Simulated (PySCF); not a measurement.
**C2H2Cl2Sn (SMILES C#[C][SnH]([Cl])[Cl]) at 3 levels**

Aim: a comparison of 3 runs (HF/3-21G, BP86/STO-3G, PBE0/def2-SVP) of C2H2Cl2Sn. The job is set up through a Python script.

Program for the calculation: PySCF 2.14.0.

**1. The system as given**

C2H2Cl2Sn has 7 atoms, charge 0, and is taken as a singlet. SMILES: `C#[C][SnH]([Cl])[Cl]`. The shape is that of a PBE0-D4/def2-TZVP optimisation.

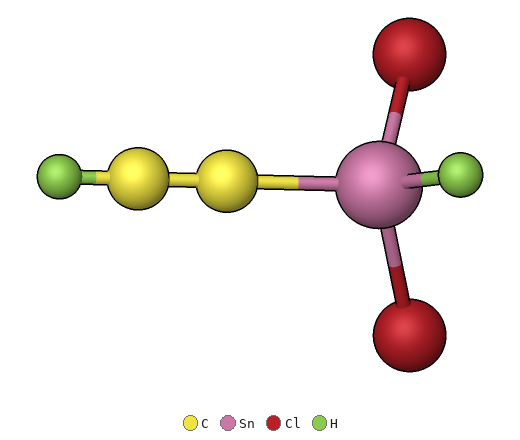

The structure, seen from a chosen angle (carbon yellow, tin pink, chlorine red, hydrogen green).

**2. Energy and forces at HF/3-21G (run 1)**

The input, calc.py:

```python
from pyscf import gto, scf

mol = gto.M(
    atom='''
C   -1.668000   1.349700   0.386500
C   -0.744900   0.592400   0.224500
Sn   0.833800  -0.704500  -0.025300
Cl   0.163900  -2.365900  -1.482000
Cl   2.540200   0.448400  -1.069500
H   -2.485300   2.020900   0.525300
H    1.421600  -1.409000   1.394900
''',
    max_memory=1860,
    basis='3-21g',
    spin=0,
    verbose=4,
)

mf = scf.RHF(mol)
mf.conv_tol = 1e-10
mf.kernel()
if not mf.converged:
    mf = mf.newton().run(mf.mo_coeff, mf.mo_occ)

e_tot = mf.e_tot
print('E(%s) = %.9f' % ('HF', e_tot))
grad = mf.nuc_grad_method().kernel()
dip = mf.dip_moment()
pop, q = mf.mulliken_pop()
```

Run with:

```sh
$ OMP_NUM_THREADS=1 python calc.py
```

The program printed:

```text
PySCF version 2.14.0

[... 61 lines left out ...]
converged SCF energy = -6987.39855392308
[... 14 lines left out ...]
Dipole moment(X, Y, Z, Debye): -2.14759,  1.27271,  3.69971
[... 87 lines left out ...]
charge of    6H =     -0.18766
```

It took 4.8 s on 1 thread of Arm Neoverse V2, shared host; peak memory 0.15 GiB.

**3. Energy and forces at BP86/STO-3G (run 2)**

The input, input.py:

```python
# C#[C][SnH]([Cl])[Cl]
from pyscf import gto, dft

mol = gto.Mole()
mol.atom = '''
C   -1.668000   1.349700   0.386500
C   -0.744900   0.592400   0.224500
Sn   0.833800  -0.704500  -0.025300
Cl   0.163900  -2.365900  -1.482000
Cl   2.540200   0.448400  -1.069500
H   -2.485300   2.020900   0.525300
H    1.421600  -1.409000   1.394900
'''
mol.spin = 0
mol.max_memory = 1860
mol.charge = 0
mol.verbose = 4
mol.basis = 'sto-3g'
mol.build()

myscf = dft.RKS(mol)
myscf.xc = 'bp86'
myscf.conv_tol = 1e-10
myscf.grids.level = 5
myscf.kernel()
if not myscf.converged:
    myscf = myscf.newton().run(myscf.mo_coeff, myscf.mo_occ)

e_final = myscf.e_tot
print('E = %.10f Eh' % e_final)
grad = myscf.nuc_grad_method().kernel()
myscf.analyze()
```

Run with:

```sh
$ OMP_NUM_THREADS=1 python input.py
```

The program printed:

```text
PySCF version 2.14.0

[... 101 lines left out ...]
MO #1   energy= -1016.98622501387  occ= 2
[... 7 lines left out ...]
MO #9   energy= -24.5840823693049  occ= 2
[... 7 lines left out ...]
MO #17  energy= -9.71434066671929  occ= 2
[... 7 lines left out ...]
MO #25  energy= -6.76161554570441  occ= 2
[... 7 lines left out ...]
MO #33  energy= -0.63573744869397  occ= 2
[... 7 lines left out ...]
MO #41  energy= -0.315003892348979 occ= 2
[... 7 lines left out ...]
MO #49  energy= -0.202781462288885 occ= 2
[... 7 lines left out ...]
MO #57  energy= 0.961150698681803  occ= 0
[... 67 lines left out ...]
Dipole moment(X, Y, Z, Debye): -1.09559,  0.50819,  2.84694
```

Wall time 23 s (1 thread of Arm Neoverse V2, shared host); peak memory 0.58 GiB.

**4. Energy and forces at PBE0/def2-SVP (core potential) (run 3)**

The input, geometry.xyz:

```xyz
7
C2H2Cl2Sn
C     -1.668000     1.349700     0.386500
C     -0.744900     0.592400     0.224500
Sn     0.833800    -0.704500    -0.025300
Cl     0.163900    -2.365900    -1.482000
Cl     2.540200     0.448400    -1.069500
H     -2.485300     2.020900     0.525300
H      1.421600    -1.409000     1.394900
```

The input, calc.py:

```python
# C#[C][SnH]([Cl])[Cl]
import pyscf.grad
from pyscf import gto, dft

mol = gto.Mole()
mol.atom = 'geometry.xyz'
mol.basis = 'def2-svp'
mol.verbose = 3
mol.max_memory = 1860
mol.ecp = {'Sn': 'def2-svp'}
mol.spin = 0
mol.build()

mf = dft.RKS(mol, xc='pbe0')
mf.conv_tol = 1e-10
mf.grids.level = 5
mf.kernel()
if not mf.converged:
    mf = mf.newton().run(mf.mo_coeff, mf.mo_occ)

e_final = mf.e_tot
print('E(%s) = %.9f' % ('PBE0', e_final))
grad = mf.Gradients().kernel()
mf.analyze()
```

Run with:

```sh
$ OMP_NUM_THREADS=1 python calc.py
```

The program printed:

```text
converged SCF energy = -1211.37388759174
[... 15 lines left out ...]
MO #4   energy= -10.2558640863193  occ= 2
[... 11 lines left out ...]
MO #16  energy= -3.54029312212982  occ= 2
[... 11 lines left out ...]
MO #28  energy= -0.400979446314559 occ= 2
[... 11 lines left out ...]
MO #40  energy= 0.06350095502631   occ= 0
[... 11 lines left out ...]
MO #52  energy= 0.501062372792141  occ= 0
[... 11 lines left out ...]
MO #64  energy= 0.78810056927721   occ= 0
[... 11 lines left out ...]
MO #76  energy= 1.03658813071109   occ= 0
[... 11 lines left out ...]
MO #88  energy= 1.81167388449462   occ= 0
[... 11 lines left out ...]
MO #100 energy= 52.0815534462731   occ= 0
[... 8 lines left out ...]
Dipole moment(X, Y, Z, Debye): -1.27008,  0.73391,  2.31675
```

Wall time 61 s (1 thread of Arm Neoverse V2, shared host); peak memory 0.99 GiB.

**5. The series**

```csv
run,level,integration grid,core potential,energy (Eh),dipole moment (D),HOMO energy (eV),LUMO energy (eV),wall time
1,HF/3-21G,–,–,-6987.398554,4.46,-11.91,1.92,4.8 s
2,BP86/STO-3G,5,–,-6952.695258,3.09,-5.52,1.16,23 s
3,PBE0/def2-SVP (core potential),5,def2-svp,-1211.373888,2.74,-8.79,-1.28,61 s
```

**6. Results**

| quantity | value |
| --- | --- |
| run 3: total energy | -1211.37389 Eh |
| run 3: dipole moment | 2.74 D |
| run 3: HOMO energy | -8.79 eV |
| run 3: LUMO energy | -1.28 eV |
| run 3: HOMO–LUMO gap | 7.51 eV |
| run 3: largest force on an atom | 0.960 eV/Å |

What this shows: The dipole moment (its size) runs from 2.74 D (PBE0/def2-SVP) to 4.46 D (HF/3-21G). The two ends differ in method and basis and core potential. The HOMO–LUMO gap runs from 6.68 eV (BP86/STO-3G) to 13.82 eV (HF/3-21G). The two ends differ in method and basis. Totals of different functionals can't be ranked against each other. Some runs of one species differ in core potentials or relativity; totals across that change don't compare. In run 2 the basis is minimal, so the values are rough. In runs 1, 2 relativity is left out where basis or elements ask for it. All runs together took 89 s, the longest 61 s.
